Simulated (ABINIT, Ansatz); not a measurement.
# BaSrSn2O6 (P4/mmm): G0W0 with ABINIT, start to end, part 3 of 3

Aim: the G0W0 gap of BaSrSn2O6 (P4/mmm) on LDA, step by step.

ABINIT 10.8.3; LDA and many-body steps on it, plane waves. Known limits of the many-body steps: not at the basis limit; no spin-orbit coupling; coarse k mesh.

So far. Step 4 (Empty states on the mesh, 2×2×1 mesh, 309 bands): On this mesh the gap is 0.507 eV. Step 5 (Screening, 2×2×1 mesh, 281 bands, screening to 176.9 eV): Local fields lower ε∞ by 8 %. On a Γ-centred mesh this coarse the value itself is usually too large, while a short band sum pulls it down.

## Step 6: Self-energy, 2×2×1 mesh, 281 bands, screening to 176.9 eV

The self-energy is evaluated for the states that the input lists, and the levels follow from it, in one-shot runs by the linearised quasiparticle equation.

This step: G0W0 on LDA, plane waves, norm-conserving pseudopotentials.

Input file run.abi:

```
acell 3*1.0 Angstrom
rprim 
  4.146422000000 0.000000000000 0.000000000000
  0.000000000000 4.146422000000 0.000000000000
  0.000000000000 0.000000000000 8.294893000000
ntypat 4
znucl 56 38 50 8
natom 10
typat 1 2 3 3 4 4 4 4 4 4
xred 
  0.500000000000 0.500000000000 0.000000000000
  0.500000000000 0.500000000000 0.500000000000
  0.000000000000 0.000000000000 0.747206000000
  0.000000000000 0.000000000000 0.252794000000
  0.000000000000 0.000000000000 0.000000000000
  0.000000000000 0.000000000000 0.500000000000
  0.000000000000 0.500000000000 0.256664000000
  0.000000000000 0.500000000000 0.743336000000
  0.500000000000 0.000000000000 0.743336000000
  0.500000000000 0.000000000000 0.256664000000
pp_dirpath "pseudos"
pseudos "Ba.upf, Sr.upf, Sn.upf, O.upf"
ecut 42
ngkpt 2 2 1
nshiftk 1
shiftk 0 0 0
kptopt 1
chksymbreak 0
istwfk *1
occopt 1
irdwfk 1
optdriver 4
nband 281
gwcalctyp 0
ecutsigx 42
symsigma 1
nkptgw 2
kptgw 
  0.5000000000 0.5000000000 0.0000000000
  0.0000000000 0.0000000000 0.0000000000
bdgw 
  49 53
  49 52
ecuteps 6.5
irdscr 1
ppmodel 1
indata_prefix "in"
outdata_prefix "out"
tmpdata_prefix "tmp"
```

The run is started by

```sh
OMP_NUM_THREADS=1 mpirun -n 4 abinit run.abi > log
```

Numbers of over 12 decimals in the logs are rounded to 6 here.

What it wrote:

```text
.Version 10.8.3 of ABINIT. v10.8.2 released Aug 2026.

 Symmetries : space group P4/m m m (#123); Bravais tP (primitive tetrag.)
[... echo of the input left out ...]
== DATASET  1 ==================================================================
-   mpi_nproc: 4, omp_nthreads: 1 (-1 if OMP is not activated)

--- !DatasetInfo
iteration_state: {dtset: 1, }
dimensions: {natom: 10, nkpt: 3, mband: 281, nsppol: 1, nspinor: 1, nspden: 1, mpw: 12558, }
cutoff_energies: {ecut:  42.0, pawecutdg:  -1.0, }
electrons: {nelect:   1.00000000E+02, charge:   0.00000000E+00, occopt:   1.00000000E+00, tsmear:   1.00000000E-02, }

 SIGMA: Calculation of the GW corrections

 Based on a program developped by R.W. Godby, V. Olevano, G. Onida, and L. Reining.
 Incorporated in ABINIT by V. Olevano, G.-M. Rignanese, and M. Torrent.
.Using double precision arithmetic ; gwpc =  8

[... cell and pseudopotentials left out ...]
--------------------------------------------------------------------------------

 ==== K-mesh for the wavefunctions ====
 Number of points in the irreducible wedge :     3
[... list of points left out ...]
 Together with 16 symmetry operations and time-reversal symmetry
 yields     4 points in the full Brillouin Zone.

 ==== Q-mesh for screening function ====
 Number of points in the irreducible wedge :     3
[... list of points left out ...]
 Together with 16 symmetry operations and time-reversal symmetry
 yields     4 points in the full Brillouin Zone.

 vcoul_init : cutoff-mode = AUXILIARY_FUNCTION
 q-points for optical limit:   1
     1)      0.000010    0.000020    0.000030
 setmesh: FFT mesh size selected  =    45x   45x   96
          total number of points  =       194400

 Number of electrons calculated from density =  100.0000; Expected =  100.0000
 average of density, n =  0.103907
 r_s =    1.3195
 omega_plasma =   31.0941 [eV]

 === KS Band Gaps ===
  >>>> For spin  1
   Minimum direct gap =   1.1739 [eV], located at k-point      :   0.0000  0.0000  0.0000
   Fundamental gap    =   0.5069 [eV], Top of valence bands at :   0.5000  0.5000  0.0000
                                       Bottom of conduction at :   0.0000  0.0000  0.0000
 SIGMA fundamental parameters:
 PLASMON POLE MODEL  1
 number of plane-waves for SigmaX                12537
 number of plane-waves for SigmaC and W            757
 number of plane-waves for wavefunctions         12537
 number of bands                                   281
 number of independent spin polarizations            1
 number of spinorial components                      1
 number of k-points in IBZ                           3
 number of q-points in IBZ                           3
 number of symmetry operations                      16
 number of k-points in BZ                            4
 number of q-points in BZ                            4
 number of frequencies for dSigma/dE                 9
 frequency step for dSigma/dE [eV]                0.25
 number of omega for Sigma on real axis              0
 max omega for Sigma on real axis  [eV]           0.00
 zcut for avoiding poles [eV]                     0.10

 EPSILON^-1 parameters (SCR file):
 dimension of the eps^-1 matrix on file            757
 dimension of the eps^-1 matrix used               757
 number of plane-waves for wavefunctions         12537
 number of bands                                   281
 number of q-points in IBZ                           3
 number of frequencies                               2
 number of real frequencies                          1
 number of imag frequencies                          1

 matrix elements of self-energy operator (all in [eV])

 Perturbative Calculation

--- !SelfEnergy_ee
iteration_state: {dtset: 1, }
kpoint     : [   0.500,    0.500,    0.000, ]
spin       : 1
KS_gap     :    5.039
QP_gap     :    6.173
Delta_QP_KS:    1.135
data: !SigmaeeData |
     Band     E0 <VxcDFT>   SigX SigC(E0)      Z dSigC/dE  Sig(E)    E-E0       E
       49   6.197 -19.670 -25.394   5.457   0.765  -0.307 -19.875  -0.205   5.992
       50   6.197 -19.670 -25.394   5.457   0.765  -0.307 -19.875  -0.205   5.992
       51  11.236 -12.885  -7.392  -4.362   0.823  -0.216 -11.955   0.930  12.165
       52  11.299 -12.538  -7.028  -4.394   0.825  -0.213 -11.617   0.920  12.219
       53  11.299 -12.538  -7.028  -4.394   0.825  -0.213 -11.617   0.920  12.219

--- !SelfEnergy_ee
iteration_state: {dtset: 1, }
kpoint     : [   0.000,    0.000,    0.000, ]
spin       : 1
KS_gap     :    1.174
QP_gap     :    2.511
Delta_QP_KS:    1.337
data: !SigmaeeData |
     Band     E0 <VxcDFT>   SigX SigC(E0)      Z dSigC/dE  Sig(E)    E-E0       E
       49   5.530 -19.260 -24.768   5.227   0.767  -0.303 -19.476  -0.216   5.313
       50   5.530 -19.260 -24.768   5.227   0.767  -0.303 -19.476  -0.216   5.313
       51   6.704 -17.056 -12.135  -3.541   0.812  -0.231 -15.936   1.120   7.824
       52  10.715 -19.486 -14.199  -3.575   0.792  -0.263 -18.130   1.355  12.070

== END DATASET(S) ==============================================================
================================================================================

 -outvars: echo values of variables after computation  --------
           etotal      0.0000000000E+00
            nband         281
             nkpt           3
          spgroup         123
 [... the other variables as echoed above ...]

 Calculation completed.
```

Run time: 49 s. Hardware: 4 MPI ranks of Arm Neoverse V2, shared host; peak memory 1.9 GiB.

This step gave:

```
G0W0 gap on the points computed              : 1.832 eV
starting gap on the mesh                     : 0.5069 eV
k of the valence top                         : 0.5, 0.5, 0
k of the conduction bottom                   : 0, 0, 0
Z at the valence top                         : 0.765
Z at the conduction bottom                   : 0.812
least direct G0W0 gap on the computed points : 2.511 eV
```

The gap on the mesh goes from 0.51 eV to 1.83 eV, a correction of +1.33 eV.

Limits: finite bands, cutoff and mesh; no spin-orbit coupling; coarse k mesh. v1 is the top filled band, c1 the lowest empty one. The levels before and after the correction (eV, zero at the valence-band top of each column):

```csv
,conduction bottom,valence top
Kohn-Sham,0.51,0.00
G0W0,1.83,0.00
```

```csv
,level,energy (eV)
Kohn-Sham,(0.5 0.5 0) v2-v1,0.000
Kohn-Sham,(0.5 0.5 0) c1,5.039
Kohn-Sham,(0.5 0.5 0) c2-c3,5.102
Kohn-Sham,Γ v2-v1,-0.667
Kohn-Sham,Γ c1,0.507
Kohn-Sham,Γ c2,4.518
G0W0,(0.5 0.5 0) v2-v1,0.000
G0W0,(0.5 0.5 0) c1,6.173
G0W0,(0.5 0.5 0) c2-c3,6.227
G0W0,Γ v2-v1,-0.679
G0W0,Γ c1,1.832
G0W0,Γ c2,6.078
```

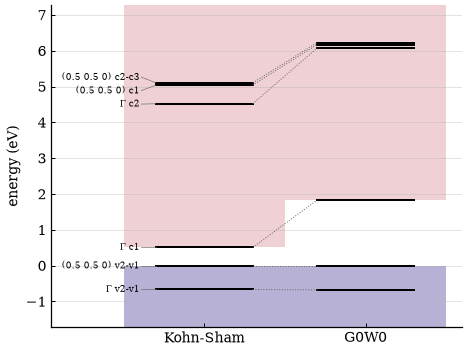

Levels before and after the correction. Shaded: valence and conduction bands.

## Step 7: Where the time went

Times are wall times on 4 MPI ranks of Arm Neoverse V2, shared host, good to a factor of about two.

```csv
step,time,share,memory (GiB)
ground state,5.8 min,36 %,0.8
bands along the symmetry lines,3.8 min,23 %,0.8
empty states on the mesh,3.2 min,20 %,0.57
screening,2.6 min,16 %,2.5
self-energy,49 s,5 %,1.9
```

## Step 8: Results

| Property | Result |
| --- | --- |
| LDA gap | 0.51 eV, indirect |
| G0W0 gap on the mesh | 1.83 eV |
| GW settings | 2×2×1 mesh, 281 bands, screening to 176.9 eV, Godby-Needs plasmon pole |
| known limits | not at the basis limit; no spin-orbit coupling; coarse k mesh |

G0W0 moves the gap on the mesh from 0.51 eV to 1.83 eV (+1.33 eV), with Z of 0.77 and 0.81 at the edges. Local fields lower the RPA ε∞ on this mesh from 19.55 to 17.95; a Γ-centred mesh this coarse tends to raise both, most where the direct gap is narrow, while a short band sum lowers them. Only 2 of the mesh's irreducible points were corrected, so a valley elsewhere could overtake. The dearest step here is «ground state». Bands and cutoff are finite, so the gap is not at the basis limit. The miss can reach some tenths of an eV and take either sign; the mesh is an error of its own. In the G0W0 run levels were corrected at 2 k points alone, so a gap called «on the mesh» is the least over those, and an edge elsewhere would be missed. The 2×2×1 mesh is coarse for this cell, which bears on the long-range parts of exchange and screening. The many-body steps are scalar-relativistic: spin-orbit coupling is not in them.

[Paths, hosts, dates, memory and timing lines, banners, echoed tables and standing remarks are left out of the program output.]

[Logs are printed without paths, hosts, clocks, repeated set-up lines and the standing remarks that a program may print on its own settings, such as how far it seeks lower states.]

[Runs of the session that timed out or met a known fault of the program may be left out.]

[Hosts, paths, dates, database ids (printed as entryN), source tags and the programs' standing remarks are cut or masked in the printed files.]

[G0W0 gaps are taken among the corrected bands and points alone; a level outside them can change the order at an edge.]

[Where Ansatz stands beside ABINIT at settings called matched, ABINIT's density can come from a denser mesh and the files from another edition; pairs whose starting gaps differed by over 0.03 eV were left out, so agreement reads better than it is.]
